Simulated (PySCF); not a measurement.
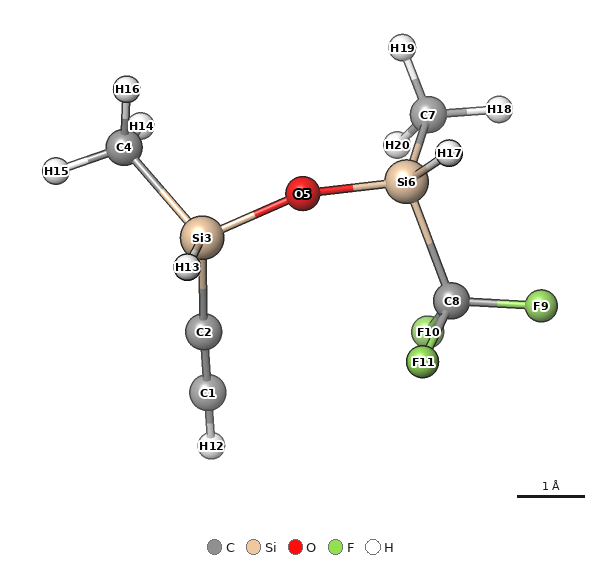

Figure 1. The structure as given in the input (ball-and-stick view, seen at a tilt; atoms are numbered from 1 in the order of the input).

NMR shielding calculation, with input and output: C$_{5}$H$_{9}$F$_{3}$OSi$_{2}$

The run: NMR shielding calculation of C$_{5}$H$_{9}$F$_{3}$OSi$_{2}$. Method and program: GIAO PBE0/6-31G* NMR shielding, non-relativistic, gas phase (PySCF 2.14.0).

The geometry comes from this level: GFN2-xTB. Figures and captions count atoms from 1; the log counts them from 0 in places.

### Input file
```
{"job": {"xc": "PBE0", "basis": "6-31G*", "kind": "nmr", "pop": false}, "charge": 0, "multiplicity": 1}
C     -2.193452    -1.858559    -1.176638
C     -1.987582    -1.084061    -0.280170
Si    -1.599365     0.095834     1.091558
C     -2.360584     1.796560     0.735722
O      0.040270     0.311670     1.129276
Si     1.584653     0.103070     0.760931
C      2.155173     1.198679    -0.668164
C      1.732733    -1.734781     0.120225
F      3.009322    -2.178360     0.066809
F      1.238888    -1.907501    -1.125559
F      1.073890    -2.615749     0.901925
H     -2.374664    -2.537350    -1.960030
H     -1.914910    -0.462139     2.405756
H     -2.048128     2.180927    -0.232091
H     -3.444673     1.738991     0.731641
H     -2.070994     2.525347     1.487907
H      2.338065     0.158500     2.007900
H      3.195318     1.013119    -0.920150
H      2.059235     2.250190    -0.415291
H      1.561658     1.016292    -1.562158
```

The first line tells a small driver script what to run in PySCF; the rest is the geometry in Å.

Command:
```bash
OMP_NUM_THREADS=1 python <driver script> task.json out
```

### Output
```
coarse grid: 18608 points
cycle   1  E = -1148.6421467808  dE =  1.350e+00  |g| = 1.182e+00  |ddm| = 4.227e+00
cycle   2  E = -1148.3363590528  dE =  3.058e-01  |g| = 1.768e+00  |ddm| = 2.002e+00
cycle   3  E = -1148.9027459136  dE = -5.664e-01  |g| = 1.708e-01  |ddm| = 1.283e+00
cycle   4  E = -1148.9086520556  dE = -5.906e-03  |g| = 7.002e-02  |ddm| = 1.993e-01
cycle   5  E = -1148.9094719224  dE = -8.199e-04  |g| = 3.670e-02  |ddm| = 7.287e-02
cycle   6  E = -1148.9097861027  dE = -3.142e-04  |g| = 9.135e-03  |ddm| = 3.099e-02
cycle   7  E = -1148.9098055688  dE = -1.947e-05  |g| = 2.126e-03  |ddm| = 8.000e-03
cycle   8  E = -1148.9098065468  dE = -9.780e-07  |g| = 3.925e-04  |ddm| = 1.811e-03
final grid: 174264 points
cycle   9  E = -1148.8442126606  dE = -3.019e-05  |g| = 1.134e-02  |ddm| = 2.248e-02
cycle  10  E = -1148.8441906645  dE =  2.200e-05  |g| = 1.573e-02  |ddm| = 1.945e-02
cycle  11  E = -1148.8442405039  dE = -4.984e-05  |g| = 1.548e-03  |ddm| = 1.130e-02
cycle  12  E = -1148.8442410053  dE = -5.015e-07  |g| = 3.155e-04  |ddm| = 1.366e-03
cycle  13  E = -1148.8442410161  dE = -1.072e-08  |g| = 2.224e-04  |ddm| = 3.782e-04
cycle  14  E = -1148.8442410278  dE = -1.173e-08  |g| = 6.020e-05  |ddm| = 1.940e-04
cycle  15  E = -1148.8442410286  dE = -8.456e-10  |g| = 1.303e-05  |ddm| = 5.149e-05
```

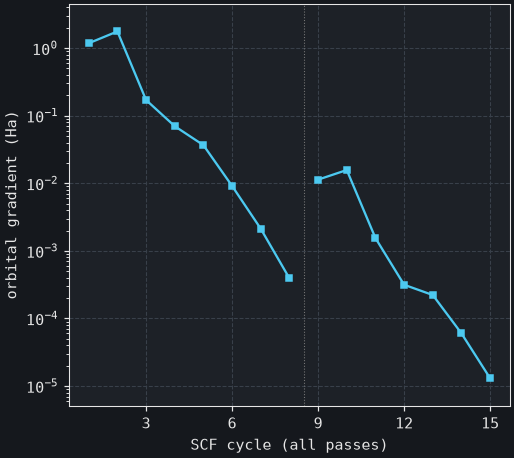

Figure 2. Convergence of the self-consistent field: orbital gradient against the SCF cycle. The dotted line marks the change from a coarse to the final integration grid. The first 8 cycles use a coarse grid, the final grid takes over at cycle 9, and the field converges after 15 cycles in all.

```
converged SCF energy = -1148.8442410286

GIAO shielding tensors (ppm)
atom      isotropic    diamagn.    paramagn.     s11        s22        s33       span
  0 C      104.743     272.988    -168.245     33.020     33.961    247.249    214.229
  1 C      118.768     261.353    -142.584     30.739     37.696    287.869    257.130
  2 Si     431.077     884.263    -453.186    384.791    442.933    465.506     80.715
  3 C      192.997     251.679     -58.682    181.657    194.314    203.020     21.362
  4 O      292.695     399.981    -107.285    271.068    285.331    321.687     50.620
  5 Si     424.203     884.072    -459.869    371.714    442.610    458.285     86.571
  6 C      197.588     254.076     -56.489    187.560    199.520    205.683     18.123
  7 C       66.484     250.738    -184.254     64.064     66.518     68.870      4.806
  8 F      279.820     471.317    -191.497    182.701    297.735    359.026    176.325
  9 F      268.717     479.244    -210.527    175.656    280.552    349.943    174.287
 10 F      272.631     476.003    -203.372    181.072    287.532    349.290    168.218
 11 H       30.370      31.622      -1.252     25.347     26.297     39.467     14.120
 12 H       26.807      29.259      -2.452     23.355     24.817     32.249      8.895
 13 H       31.883      32.300      -0.417     27.930     30.708     37.010      9.079
 14 H       32.434      28.101       4.333     28.079     29.457     39.766     11.687
 15 H       32.036      29.806       2.230     27.832     29.882     38.392     10.561
 16 H       27.102      29.509      -2.407     23.672     24.998     32.637      8.965
 17 H       32.358      29.681       2.678     27.553     29.767     39.755     12.203
 18 H       32.124      31.298       0.826     27.795     29.769     38.809     11.014
 19 H       31.705      33.884      -2.179     27.743     30.515     36.857      9.115
```

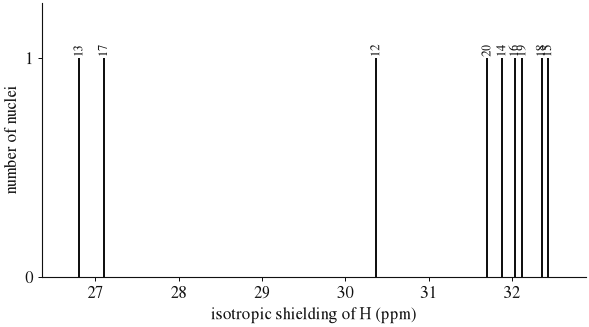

Figure 3. Isotropic shieldings of the hydrogen nuclei in this fixed geometry, labelled by atom number; shielding grows to the right, so chemical shift grows to the left. The least shielded is H13 (26.8 ppm), the most shielded H15 (32.4 ppm).

### Summary

- outcome: converged
- total energy: −1148.844241 hartree
- HOMO: −7.96 eV
- LUMO: −0.01 eV
- dipole moment: 2.84 D
- isotropic shielding, C: 66.5 to 197.6 ppm
- isotropic shielding, Si: 424.2 to 431.1 ppm
- isotropic shielding, O: 292.7 ppm
- isotropic shielding, F: 268.7 to 279.8 ppm
- isotropic shielding, H: 26.8 to 32.4 ppm
- hardware: 1 CPU thread, shared host
- wall time: 56 s
- peak memory: 0.9 GiB
